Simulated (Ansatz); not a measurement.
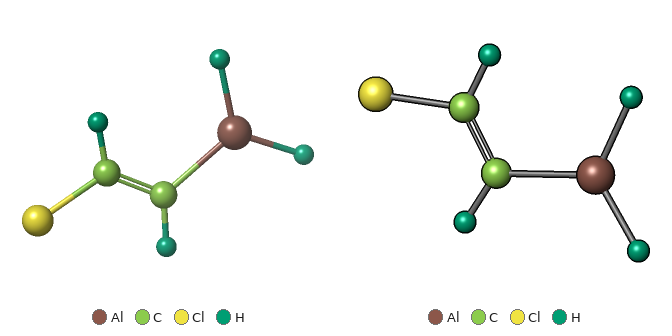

Both panels show the same species.

Count the atoms of each element.

Answer. C₂H₄AlCl, 8 atoms: 2 carbon, 4 hydrogen, 1 aluminium and 1 chlorine.

What is its SMILES?

Answer. [AlH2]/[CH]=C/Cl

Count the bonded pairs by element.

Answer. 2 Al–H, 2 C–H, 1 C–Al, 1 C–C, 1 C–Cl.

Name functional groups in it.

Answer. Among them: alkene, C–Cl bond.

How many atoms are distinct by symmetry?

Answer. 8: 1 Al, 1 C, 1 C, 1 Cl, 1 H, 1 H, 1 H, 1 H.

More results for the same structure follow; atom numbers are the same in all pictures, views and colours differ. The geometry was computed by an optimisation with PBE0-D4/def2-TZVP.

## Electronic properties

Level of theory: RKS PBE0-D4/def2-TZVPP (Ansatz 0.2.0).

What does the calculation give?

- HOMO energy (Kohn–Sham orbital): −7.78 eV
- LUMO energy (Kohn–Sham orbital): −1.87 eV
- HOMO–LUMO gap: 5.91 eV
- dispersion correction: −13.3 kJ/mol

## Dipole moment

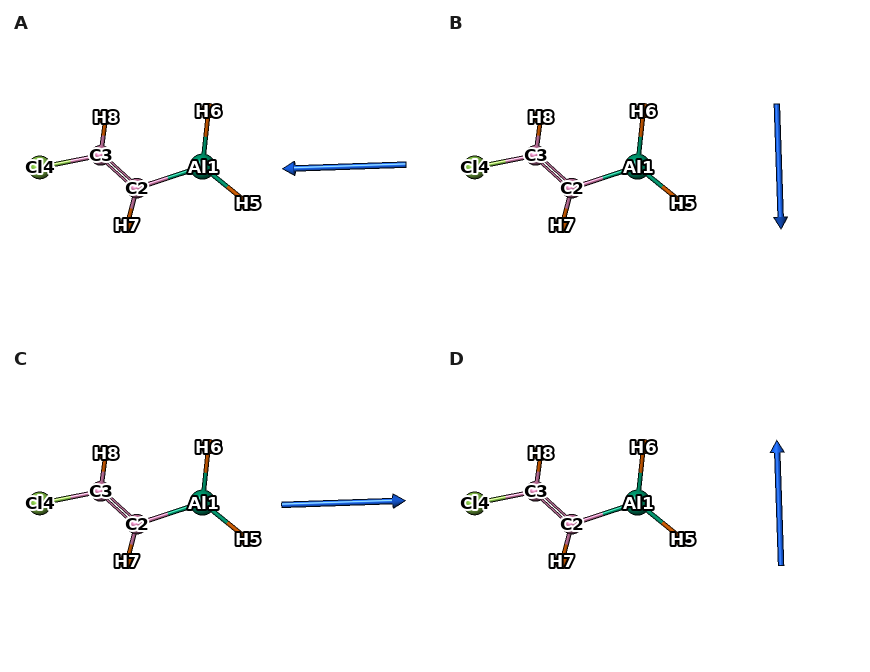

The same molecule four times, each with an arrow. Level of theory: RKS B3LYP-D4/def2-TZVPP (Ansatz 0.2.0).

Which arrow points along the dipole moment, from the negative to the positive end?

Answer. C. The dipole moment is 0.62 D; it points from the side of Cl4 to the side of H5 (the outermost atoms at the two ends).

## Thermal motion

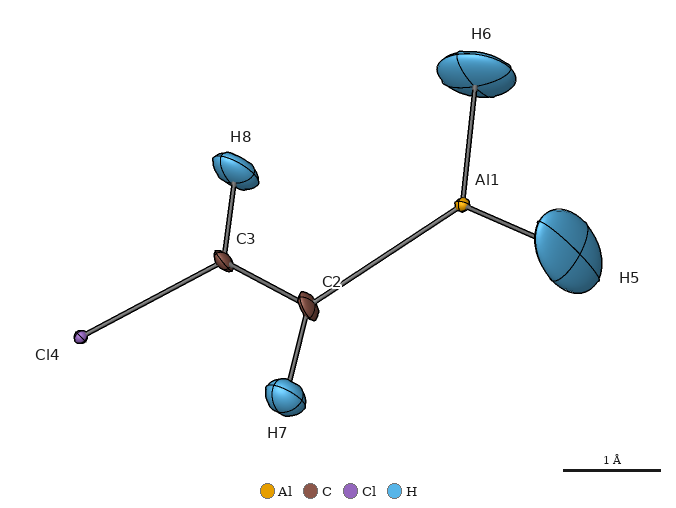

Displacement ellipsoids at the 50 % level, from the internal vibrations of the free molecule (harmonic, no overall translation or rotation; no half-axis is drawn under 0.075 Å). Vibrations computed with RKS PBE0-D4/def2-TZVP (Ansatz 0.2.0). Temperature: 298 K.

Which atom has the largest mean-square displacement?

Answer. H5, with U_eq = 0.0757 Å².

Does H5 move more along its bond or across it?

Answer. Across it: the root-mean-square amplitude is 0.105 Å along the bond and up to 0.403 Å across, since bending and torsion are softer than stretching.

Give the displacement parameters, one line for each set of equivalent atoms.

```tsv
atom	U_eq (Å²)	rms amplitudes (Å)
Al1	0.0017	0.024, 0.039, 0.055
C2	0.0083	0.038, 0.097, 0.118
C3	0.0061	0.042, 0.078, 0.102
Cl4	0.0013	0.028, 0.039, 0.040
H5	0.0757	0.102, 0.233, 0.403
H6	0.0502	0.094, 0.265, 0.268
H7	0.0195	0.113, 0.138, 0.163
H8	0.0240	0.090, 0.152, 0.202
```
